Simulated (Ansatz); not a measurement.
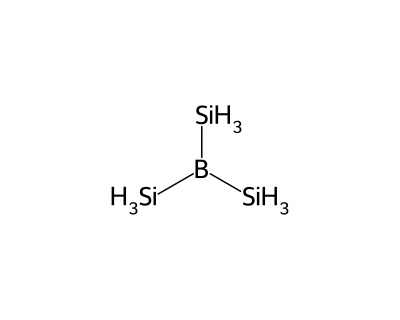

The picture comes from a calculation with Ansatz.

> Give its SMILES.

[SiH3]B([SiH3])[SiH3]

> What is the molecular formula?

BH9Si3.

> An optimisation with PBE0-D4/def2-TZVP gave a structure of which point group?

Cs.
